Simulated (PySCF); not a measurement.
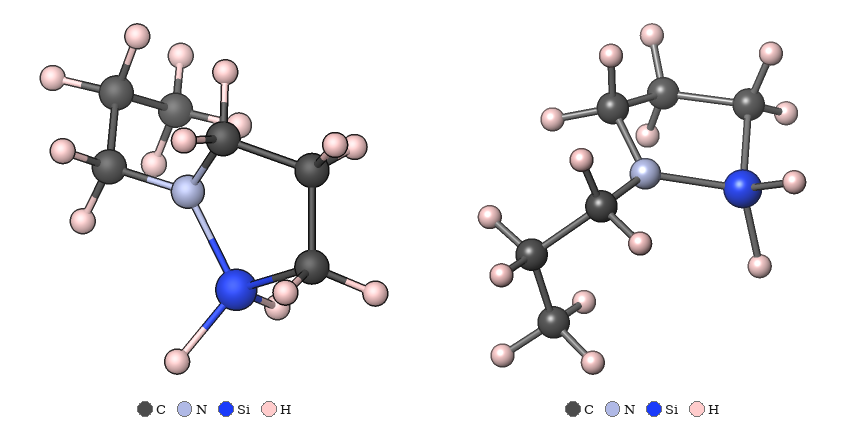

Both panels show the same species.

The geometry was computed by an optimisation with PBE0-D3(BJ)/def2-SVP. No frequency run is at hand to confirm it as a minimum.

Question: Give the formula.

Answer: C6H15NSi, 23 atoms: 6 carbon, 15 hydrogen, 1 nitrogen and 1 silicon.

Question: Name functional groups in it.

Answer: Among them: Si–H bond, Si–N bond.

Question: Does it have rings?

Answer: Independent rings (smallest set): 1 of 5 members.

Question: Give a SMILES string for it.

Answer: CCCN1CCC[SiH2]1

Question: What is the point group of this geometry?

Answer: C1.

More results for the same structure follow; atom numbers are the same in all pictures, views and colours differ.

Geometry

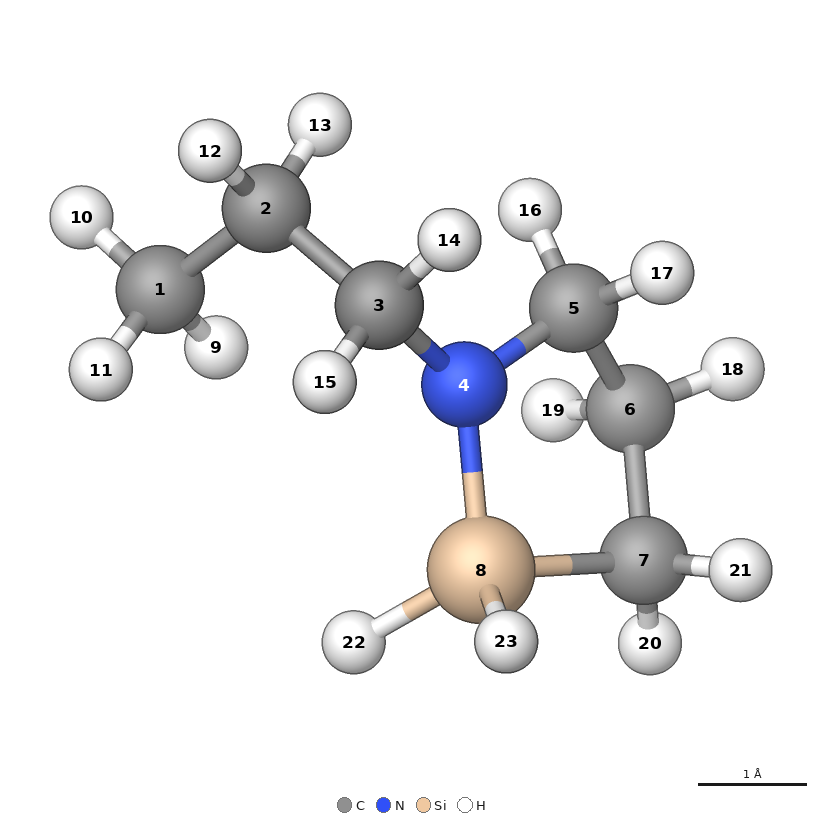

The atoms are numbered. No frequency run is at hand to confirm it as a minimum.

What are the angles C2–C1–H10, C2–C3–H14, C2–C3–H15, C3–N4–Si8, N4–C3–H14, N4–C3–H15, N4–C5–C6, N4–Si8–C7, N4–Si8–H22, C6–C5–H16, C6–C5–H17, C7–Si8–H22?

| angle | degrees |
| --- | --- |
| C2–C1–H10 | 111.8 |
| C2–C3–H14 | 109.2 |
| C2–C3–H15 | 108.5 |
| C3–N4–Si8 | 127.4 |
| N4–C3–H14 | 110.2 |
| N4–C3–H15 | 108.6 |
| N4–C5–C6 | 107.7 |
| N4–Si8–C7 | 93.9 |
| N4–Si8–H22 | 114.0 |
| C6–C5–H16 | 110.0 |
| C6–C5–H17 | 110.4 |
| C7–Si8–H22 | 114.6 |

NMR shielding

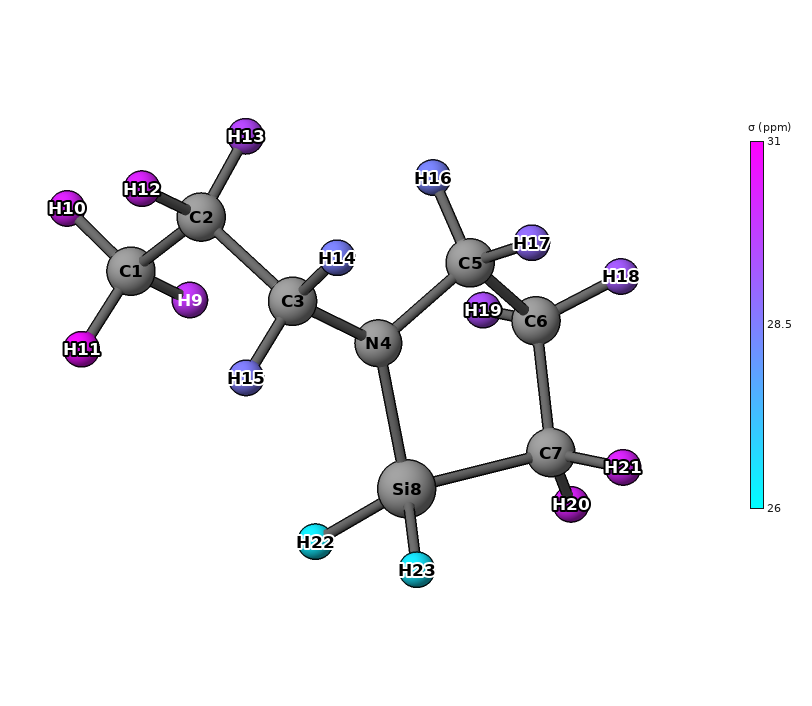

Atoms are coloured by their isotropic NMR shieldings (H only, the others grey). No frequency run is at hand to confirm it as a minimum. Properties computed with GIAO PBE0/pcSseg-1 NMR shielding, non-relativistic, IEF-PCM cyclohexane (PySCF 2.14.0).

List the isotropic NMR shieldings of the H atoms.

| atom | σ (ppm) |
| --- | --- |
| H9 | 29.90 |
| H10 | 30.33 |
| H11 | 30.71 |
| H12 | 30.29 |
| H13 | 29.58 |
| H14 | 28.42 |
| H15 | 28.53 |
| H16 | 28.39 |
| H17 | 28.86 |
| H18 | 29.22 |
| H19 | 29.46 |
| H20 | 30.33 |
| H21 | 30.28 |
| H22 | 26.38 |
| H23 | 26.49 |

Excitation

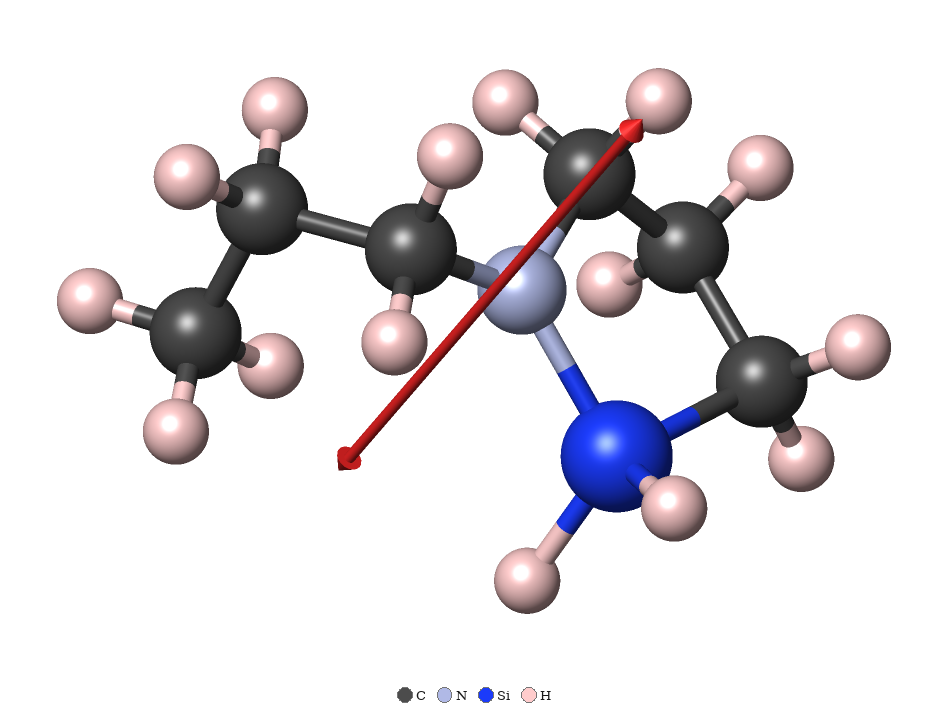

The double arrow shows the direction of the transition dipole to excited singlet state 2 (its length means nothing). No frequency run is at hand to confirm it as a minimum. Level of theory: TDDFT ωB97X-D/def2-SVPD, vertical, gas phase, core orbitals frozen in the response (PySCF 2.14.0).

Question: Give its energy, strength and character.

Answer: 6.11 eV (203 nm), oscillator strength 0.016, mainly HOMO → LUMO (weight 0.60); transition dipole 0.84 D.

Quadrupole coupling

No frequency run is at hand to confirm it as a minimum. Electric field gradients from the ground-state density, PBE0/pcSseg-1 in chloroform (IEF-PCM) (PySCF 2.14.0), non-relativistic apart from any core potentials.

Give the largest field-gradient component, the quadrupole coupling constant and the asymmetry for 14N at N4 (Q = 20.44 mb).

```tsv
atom	V_zz (a.u.)	e²qQ/h (MHz)	η
N4	−1.129	−5.42	0.33
```
